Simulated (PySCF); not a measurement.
```xyz
15

N     3.0510    1.7663   -0.5940
C     2.0597    1.1914   -0.4123
C     0.8878    0.5316   -0.1822
C    -0.4697    1.1161   -0.3509
C    -1.3961    0.1083    0.3377
C    -0.6919   -1.2336    0.1403
C     0.7953   -0.8918    0.2737
F     1.5805   -1.7398   -0.4805
H    -0.5415    2.1265    0.0567
H    -0.7048    1.1863   -1.4204
H    -2.4001    0.1140   -0.0818
H    -1.4655    0.3390    1.4020
H    -1.0090   -1.9927    0.8521
H    -0.8606   -1.6113   -0.8699
H     1.1605   -1.0022    1.3075
```

Geometry: GFN2-xTB.

Theory: UKS B3LYP, pcH-1 on C F H N, non-relativistic, mean-field spin-orbit, GIAO in PySCF 2.14.0, density-fitted response routines.

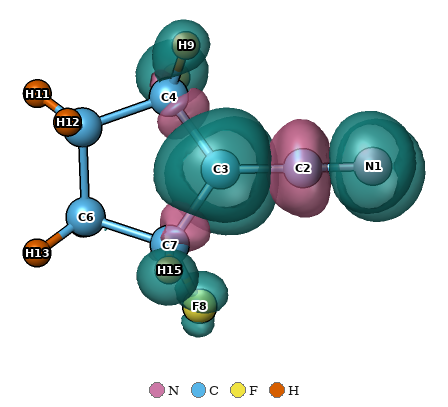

C$_{6}$H$_{7}$FN (SMILES N#C[C]1CCC[C@H]1F) (doublet). Isosurfaces of the spin density (α minus β) at +0.015 (teal) and −0.015 e/Å³ (pink), seen across its widest extent.

### Which atoms carry the spin?

The unpaired spin (1 electron) lies mostly on C3 (about 0.5) and N1 (about 0.3), in electrons by Hirshfeld's partition.
